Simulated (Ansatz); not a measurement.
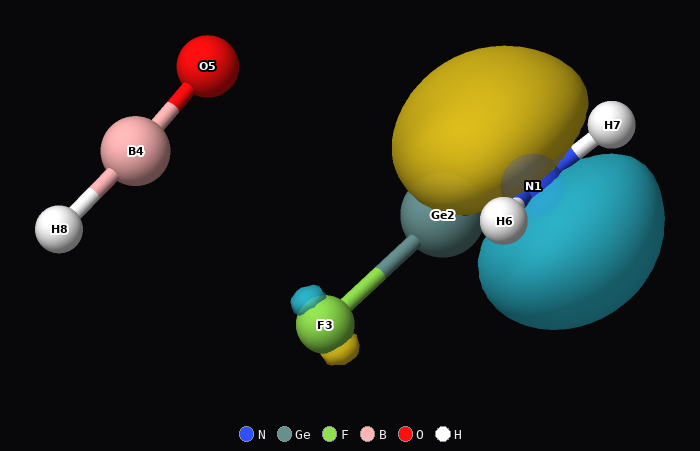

Figure 1: BFGeH$_{3}$NO. The HOMO−1 at ±0.15 Å⁻³ᐟ² (yellow and cyan are the two phases), seen at a tilt.

At this geometry the atoms fall into two loosely joined parts.

Level of theory: RHF/def2-SVP in Ansatz 0.2.0.

Input

```
crystal:
  periodic: [false, false, false]
  atoms:
    - { symbol: "N", position_ang: [0.2984, 1.3408, 0.7662] }
    - { symbol: Ge, position_ang: [0.5845, -0.2662, -0.0473] }
    - { symbol: F, position_ang: [2.1577, -0.9247, 0.217] }
    - { symbol: B, position_ang: [-0.9379, -1.3784, -0.7911] }
    - { symbol: O, position_ang: [-0.5636, -1.4175, 0.5767] }
    - { symbol: H, position_ang: [1.0146, 2.0446, 0.4496] }
    - { symbol: H, position_ang: [-0.6066, 1.7514, 0.3359] }
    - { symbol: H, position_ang: [-1.8549, -1.207, -1.5628] }
basis:
  gaussian: { orbitals: def2-SVP }
hamiltonian:
  xc: hf
relax:
  f_tol: 0.015
  max_steps: 40
output:
  orbitals: {}
```

Launched as:

```sh
ansatz run input.yaml --threads 1 --pin off --max-ram 2048MiB --backend cpu --events-out ev --progress --plain --runs-dir out
```

The fields are those of the relaxed geometry.

> Describe this orbital and give its energy.

Its weight (Hirshfeld) is mainly on N1 (about 70 %) and Ge2 (about 15 %); largely a lone pair of N1. Its energy is −11.30 eV.
